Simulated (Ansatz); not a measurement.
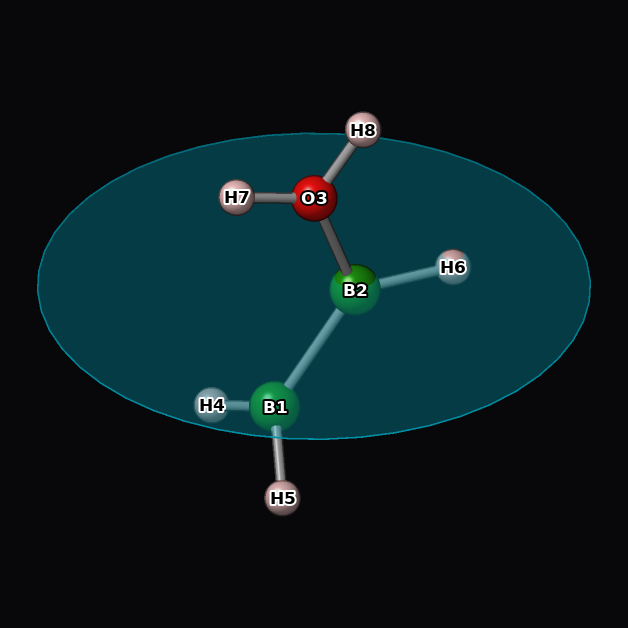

A disc through the centre of mass is drawn in. Atoms fade into the background with distance from the viewer. Charge +1, singlet. Computed geometry: PBE-D4/def2-SVP optimisation. No frequency run is at hand to confirm it as a minimum.

Q: Is the plane of the disc a mirror plane of the structure?

A: No. The point group is Cs, with 1 mirror plane, and this plane isn't one of its mirror planes.
